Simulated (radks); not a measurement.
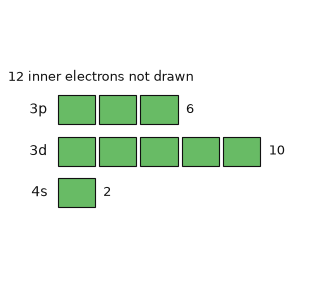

Fig. 1: The outer shells as the input fills them: a box for each of the 2l + 1 orbitals, shaded by the share of the shell that is filled, with the electron count at the right.

Atomic calculation for Ge (charge +1.8)

- system: Z = 31.8 with 30 electrons in the configuration [Ar] 3d10 4s2.
- method: scalar-relativistic Kohn-Sham, PBE, spin-polarised, spherical densities, finite nucleus (the in-house radial solver radks)

**The input**
```
Z 31.8
configuration [Ar] 3d10 4s2
relativity scalar-relativistic
functional pbe,pbe
spin polarised
nucleus finite rms 3.9973 fm
c 137.035999084
```

Energies in input and log are in hartree, lengths in bohr (the nuclear radius in fm).

**The program's output**
```
1s      1   1.0000        -398.00383154
2s      1   1.0000         -50.23092345
2p      1   3.0000         -43.94345245
3s      1   1.0000          -6.67663588
3p      1   3.0000          -4.76076330
3d      1   5.0000          -1.63578548
4s      1   1.0000          -0.97306326
1s      2   1.0000        -398.00383154
2s      2   1.0000         -50.23092345
2p      2   3.0000         -43.94345245
3s      2   1.0000          -6.67663588
3p      2   3.0000          -4.76076330
3d      2   5.0000          -1.63578548
4s      2   1.0000          -0.97306326
Etot -2066.604301334584
Ekin 2103.5939167293654
Encl -4961.692857814784
Eh 869.7682542923276
Exc -78.2736145414931
err 2.977957363596879e-09
it 16
```

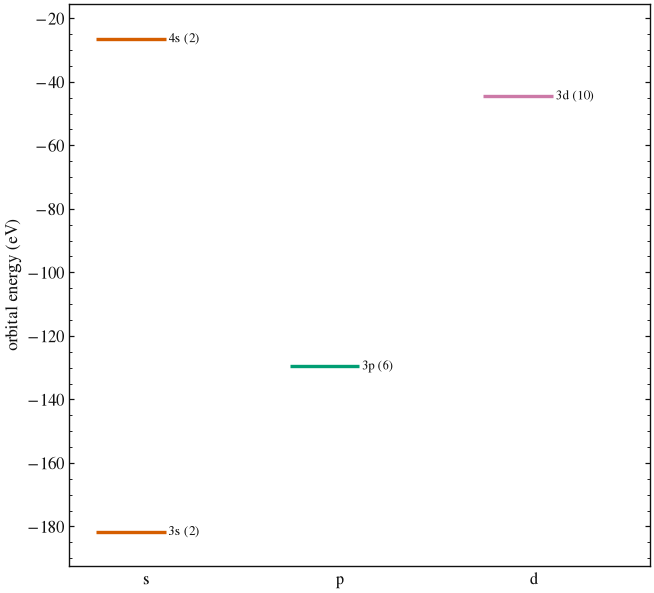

Fig. 2: The outer levels are drawn (occupations in brackets). The highest occupied level is 4s at −26.5 eV. From the top down the occupied levels run 4s (−26.5 eV), 3d (−44.5 eV), 3p (−129.5 eV), 3s (−181.7 eV).

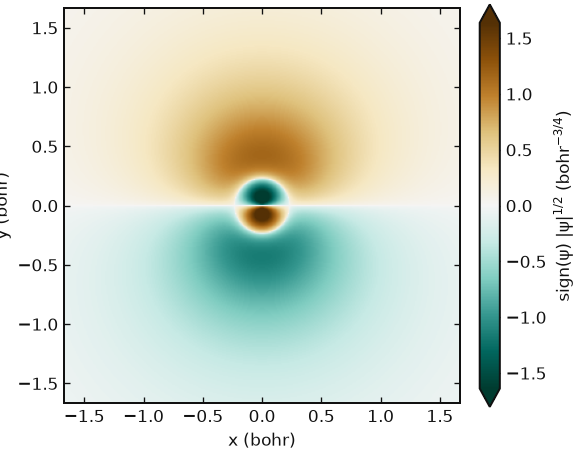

Fig. 3: One occupied orbital is shown. In the xy plane through the nucleus, the colour gives the signed square root of ψ. The radial function comes from the spherical calculation and is multiplied by a real spherical harmonic; the overall sign is chosen so that the largest lobe of P(r) is positive; at the scalar-relativistic level it is the large component. It is 3p(y). It has the nodal plane xz and 1 radial node, at r = 0.232 bohr. The outermost maximum of P² lies at 0.548 bohr, ⟨r⟩ = 0.653 bohr, 90 % of the charge lies within 1.00 bohr, and the eigenvalue is −129.5 eV, with 6 electrons in the shell.

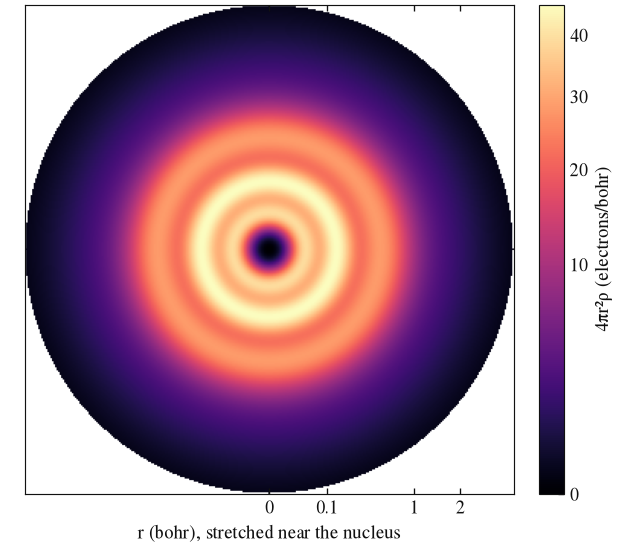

Fig. 4: The radial density 4πr²ρ as a disc about the nucleus, with the radius drawn as r to the power 0.4. There are 3 maxima, at r = 0.0329, 0.149 and 0.520 bohr, parted by minima at 0.0699 and 0.330 bohr, inside which lie 2.1 and 11.0 electrons. The configuration has 4 principal shells, so not every shell has a maximum of its own.

**Summary**

- outcome: converged
- total energy: −2066.6043 hartree
- kinetic energy: 2103.5939 hartree
- electron–nucleus energy: −4961.6929 hartree
- Hartree energy: 869.768254 hartree
- exchange–correlation energy: −78.273615 hartree
- radius at density 0.001 e/bohr³: 3.47 bohr
- SCF iterations: 16
- hardware: 1 CPU thread, shared host
